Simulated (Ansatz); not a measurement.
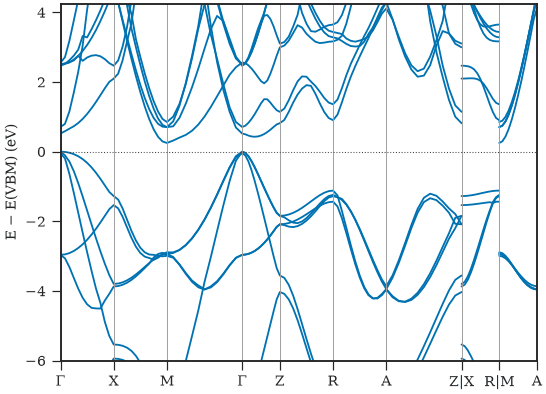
Fig. 1. Band structure from the program Ansatz at the PBEsol level (PAW)

Problem. Read off the gap and where the band edges lie.

Solution. About 0.3 eV (0.25 eV by a search for the band edges); maximum at Γ, minimum at M.

Problem. Pick the material that matches.
A. Zn4Te3S, P-4m2 (Pearson symbol tP8)
B. SiGeC2, P-4m2 (Si on 1a, C on 2g, Ge on 1c)
C. Si3Ge, P-4m2 (Si on 2g, Si on 1a, Ge on 1c)
D. YSiNO2, P4/mmm (Y on 1b, Si on 1c, N on 1d, O on 2f)

Solution. C, Si3Ge, P-4m2 (Si on 2g, Si on 1a, Ge on 1c)

The start of the workflow was typed in or built on a structure type; neither database checked (COD, Materials Project) lists it. Whether it is the stable phase at ambient conditions was not checked. Symmetry was held in the PBEsol relaxation; its stability against distortions is not shown here. Spin–orbit coupling is left out wherever it is not named.

Potentials: the earlier of the program's two PAW sets. The files were generated under PBE; for other functionals the program regenerates the frozen cores, and for LDA and PBEsol the local potential too.
